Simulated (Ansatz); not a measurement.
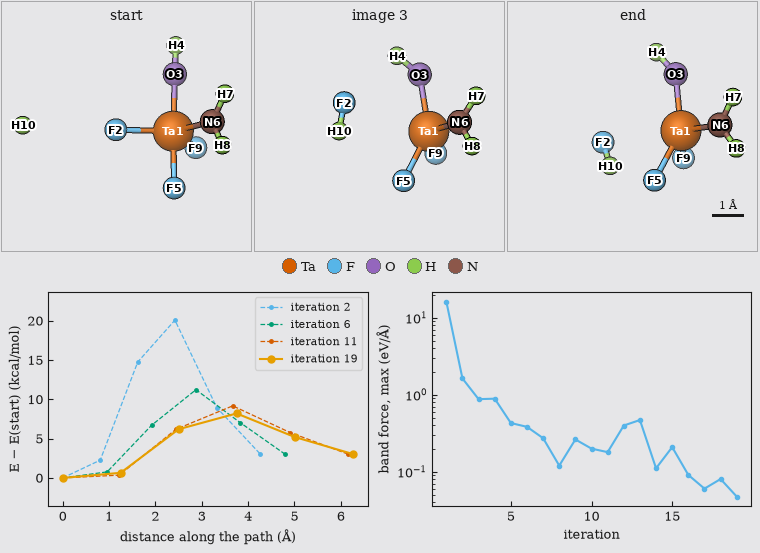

A nudged-elastic-band calculation for TaNH$_{4}$OF$_{3}$ (multiplicity 2), made up at the start of TaNH₃OF₃ and H. Images are numbered from 0 (start) to 5 (end). The plot follows the band through its iterations. A ball-and-stick model, seen at a tilt.

Level of theory: UKS PBE/def2-SVP (Ansatz). Run with 4 movable images; no climbing image; force threshold 0.05 eV/Å; iteration limit 60; starting path through a guess of the saddle point.

Question: Did the band converge, and can the barrier be trusted?

Answer: The run is converged, with reservations. The band converged in 19 iterations. The largest component of the band force went from 16 to 0.048 eV/Å. No image climbed, so the highest image needn't lie on the saddle point, and the true maximum along this path can be higher. The first iteration put the highest image at 83.8 kcal/mol. The highest point, image 3, lies 8.2 kcal/mol above the start and 5.2 kcal/mol above the end; the end is at +3.0 kcal/mol relative to the start.

Limits of the set-up: the start holds two separate molecules, 3.1 Å apart at their closest, whose relative position is a soft coordinate and is computed without a dispersion correction.

Cost: 89 s on 4 threads of AMD EPYC 9R45 96-Core Processor (Zen 5), on a shared host, peak memory 0.26 GiB.
